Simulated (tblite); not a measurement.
Saddle-point search, with input and output: B₄H₁₀

B₄H₁₀ (arachno-B4H10), computed with GFN2-xTB saddle search (eigenvector following) and harmonic vibrations, gas phase (tblite 0.8.0).

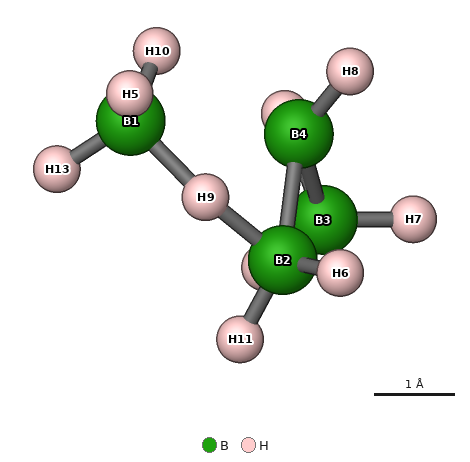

**Figure 1.** The input geometry (ball-and-stick view, seen at an oblique angle; atoms are numbered from 1 in the order of the input). Bond lengths as drawn: B–B 1.67 to 1.72 Å and B–H 1.17 to 1.41 Å.

**Input file**
```
{"job": {"xc": "GFN2-xTB", "basis": "xTB", "kind": "saddle"}, "charge": 0, "multiplicity": 1}
B      0.381305     1.313839     1.249432
B     -0.799918    -0.821402     0.334975
B     -0.320601    -0.584492    -1.610537
B      0.723172    -0.368625    -0.328365
H      0.786505     1.086650     2.332928
H     -0.689566    -1.796385     0.992715
H     -0.031019    -1.518360    -2.263681
H      1.693517    -0.903556     0.032106
H     -0.278606     0.176861     0.990772
H      1.256509     1.480825     0.457193
H     -1.924420    -0.514010     0.166731
H      0.826736     0.222594    -1.429972
H     -0.480806     2.109191     1.135350
H     -1.142809     0.116870    -2.059648
```

The first line tells a small driver script what to run in tblite; the rest is the geometry in Å.

Command:
```bash
OMP_NUM_THREADS=1 python <driver script> task.json out
```

**Log**
```
step      E/eV     max force
  0    -271.09016   0.0536
  1    -271.09062   0.0490
  2    -271.09074   0.0051
  3    -271.09076   0.0024
lowest wavenumbers (cm-1): -496.5 118.1 203.8 207.2 259.0 321.2
```

**Trajectory as extended XYZ (Å, eV, eV/Å), 4 frames, from step=0 to step=3**
```
14
Properties=species:S:1:pos:R:3:forces:R:3 step=0 energy=-271.09016
B     0.3813    1.3138    1.2494    0.0120  -0.0060  -0.0260
B    -0.7999   -0.8214    0.3350    0.0110   0.0240   0.0340
B    -0.3206   -0.5845   -1.6105   -0.0120   0.0060  -0.0150
B     0.7232   -0.3686   -0.3284    0.0110  -0.0140  -0.0240
H     0.7865    1.0866    2.3329   -0.0150   0.0120   0.0110
H    -0.6896   -1.7964    0.9927    0.0140   0.0020  -0.0070
H    -0.0310   -1.5184   -2.2637   -0.0110  -0.0140   0.0110
H     1.6935   -0.9036    0.0321    0.0180   0.0230   0.0080
H    -0.2786    0.1769    0.9908   -0.0390  -0.0320   0.0180
H     1.2565    1.4808    0.4572   -0.0090  -0.0410  -0.0180
H    -1.9244   -0.5140    0.1667    0.0070   0.0030  -0.0070
H     0.8267    0.2226   -1.4300    0.0170   0.0060   0.0100
H    -0.4808    2.1092    1.1354   -0.0040   0.0070   0.0110
H    -1.1428    0.1169   -2.0596   -0.0010   0.0240  -0.0060
14
Properties=species:S:1:pos:R:3:forces:R:3 step=1 energy=-271.09062
B     0.3785    1.3289    1.2370    0.0070   0.0130   0.0230
B    -0.7865   -0.8396    0.3458   -0.0010  -0.0020   0.0000
B    -0.3312   -0.5685   -1.6108   -0.0050   0.0010  -0.0100
B     0.7264   -0.4043   -0.3320   -0.0020   0.0060  -0.0110
H     0.7227    1.1258    2.3487   -0.0150   0.0080  -0.0460
H    -0.6675   -1.8117    1.0062   -0.0010   0.0010   0.0000
H    -0.0759   -1.4938   -2.2910   -0.0040   0.0170   0.0120
H     1.7033   -0.9267    0.0297   -0.0010   0.0000  -0.0010
H    -0.2539    0.1633    0.9773    0.0010   0.0000   0.0030
H     1.2915    1.4781    0.4871   -0.0240  -0.0030   0.0170
H    -1.9129   -0.5395    0.1801    0.0010   0.0010   0.0000
H     0.8382    0.2116   -1.4178   -0.0020  -0.0040   0.0010
H    -0.4908    2.1083    1.0661    0.0310  -0.0210   0.0040
H    -1.1419    0.1683   -2.0265    0.0180  -0.0170   0.0090
14
Properties=species:S:1:pos:R:3:forces:R:3 step=2 energy=-271.09074
B     0.3797    1.3285    1.2386   -0.0010  -0.0020   0.0000
B    -0.7887   -0.8379    0.3447    0.0000   0.0000   0.0000
B    -0.3298   -0.5710   -1.6114    0.0010   0.0000   0.0010
B     0.7249   -0.4019   -0.3321    0.0010   0.0010   0.0010
H     0.7297    1.1212    2.3452    0.0000  -0.0010   0.0050
H    -0.6718   -1.8104    1.0048    0.0000   0.0000   0.0000
H    -0.0702   -1.4965   -2.2882    0.0000  -0.0020  -0.0020
H     1.7018   -0.9239    0.0303    0.0000   0.0000  -0.0010
H    -0.2532    0.1632    0.9770    0.0000   0.0000   0.0000
H     1.2865    1.4821    0.4846    0.0040   0.0000  -0.0030
H    -1.9141   -0.5344    0.1791    0.0000   0.0000   0.0000
H     0.8364    0.2127   -1.4184    0.0000   0.0000   0.0000
H    -0.4896    2.1070    1.0761   -0.0030   0.0020  -0.0020
H    -1.1414    0.1612   -2.0305   -0.0020   0.0020   0.0000
14
Properties=species:S:1:pos:R:3:forces:R:3 step=3 energy=-271.09076
B     0.3792    1.3287    1.2377    0.0010   0.0000   0.0010
B    -0.7876   -0.8391    0.3453    0.0000   0.0000   0.0000
B    -0.3307   -0.5697   -1.6108    0.0000   0.0000   0.0000
B     0.7254   -0.4028   -0.3321    0.0000   0.0000   0.0000
H     0.7239    1.1242    2.3468   -0.0010   0.0010  -0.0020
H    -0.6697   -1.8116    1.0052    0.0000   0.0000   0.0000
H    -0.0726   -1.4943   -2.2894    0.0000  -0.0010  -0.0010
H     1.7025   -0.9254    0.0290    0.0000   0.0000   0.0000
H    -0.2522    0.1625    0.9769    0.0000   0.0000   0.0000
H     1.2901    1.4794    0.4876   -0.0010   0.0000   0.0010
H    -1.9134   -0.5365    0.1806    0.0000   0.0000   0.0000
H     0.8364    0.2130   -1.4178    0.0000   0.0000   0.0000
H    -0.4890    2.1075    1.0687    0.0010  -0.0010   0.0000
H    -1.1421    0.1640   -2.0278   -0.0010   0.0010   0.0000
```

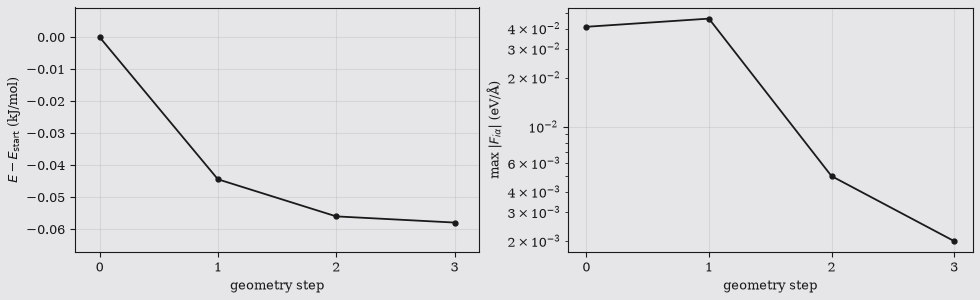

**Figure 2.** Progress of the saddle-point search, step by step (steps are counted from 0).

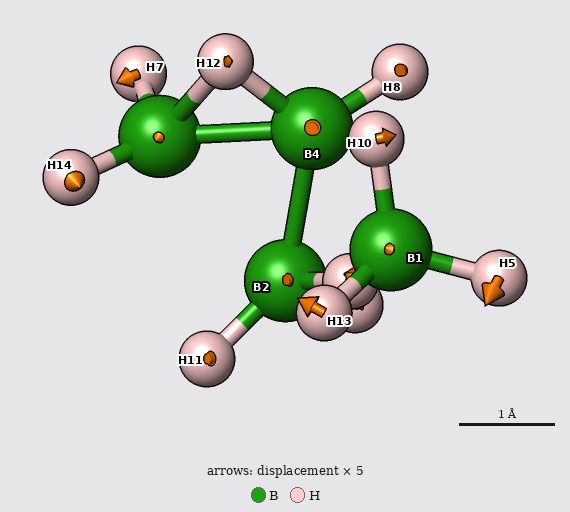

**Figure 3.** The starting structure with the displacements as orange arrows, magnified 5 times (ball-and-stick view, seen at a tilt). The two geometries are laid on each other by the best rigid fit. After 3 geometry steps the energy has fallen by 0.06 kJ/mol. The largest force component goes from 0.041 to 0.002 eV/Å. The largest move after the best rigid fit is that of H5, 0.074 Å. Largest moves by element: H 0.074 Å, B 0.034 Å. Among the contacts that change: B1–H9 1.340 → 1.352 Å, B2–B4 1.722 → 1.714 Å, B3–H12 1.414 → 1.418 Å. (Atoms are counted from 1 in the order of the input.)

**Key numbers**

```tsv
quantity	value
outcome	converged
total energy	−271.0908 eV
point group	C1
hardware	1 CPU thread, shared host
wall time	0.94 s
peak memory	0.18 GiB
```
